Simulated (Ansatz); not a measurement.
```yaml
atoms:
  - { symbol: O, position_ang: [-1.8268, 0.0850, 0.1154] }
  - { symbol: Al, position_ang: [-0.2144, -0.3216, -0.1792] }
  - { symbol: S, position_ang: [1.2173, -0.9551, 1.3380] }
  - { symbol: S, position_ang: [0.4155, -0.1848, -2.2470] }
  - { symbol: H, position_ang: [-2.3378, 0.1433, 0.9353] }
  - { symbol: H, position_ang: [0.2892, -0.9052, 2.3382] }
  - { symbol: H, position_ang: [1.6703, -0.6246, -1.9325] }
```

Computed with Ansatz 0.2.0, RKS LDA/def2-SVP.

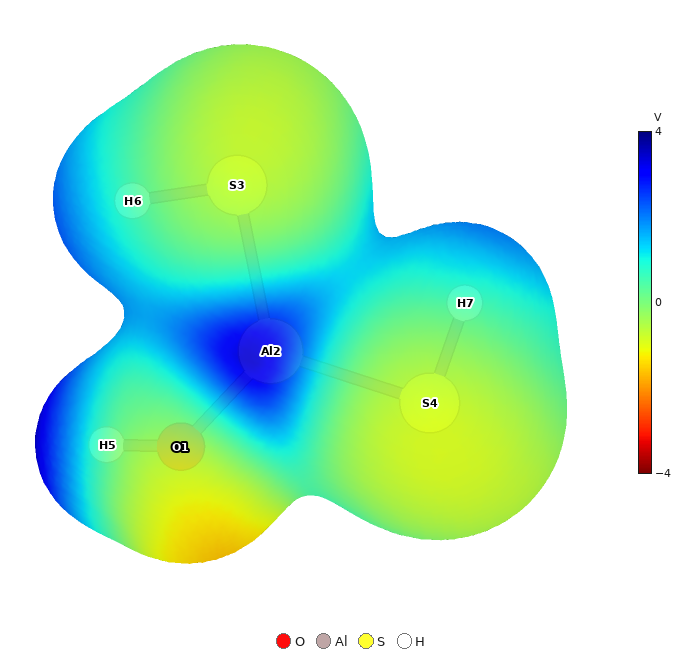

AlH3OS2 (SMILES [OH][Al]([SH])[SH]). The molecular electrostatic potential painted on the density surface at 0.004 e/bohr³, seen across its widest extent; the colour scale runs from red (negative) to blue (positive).

### Which sites attract a positive test charge, and which a negative one?

A positive charge is drawn to the negative regions and a negative charge to the positive ones. The most negative region (about −1.6 V, or −37 kcal/mol for a unit charge) lies over O1, the most positive (about +3.4 V, or +78 kcal/mol for a unit charge) over H5. O1 is the likeliest acceptor of a hydrogen bond.
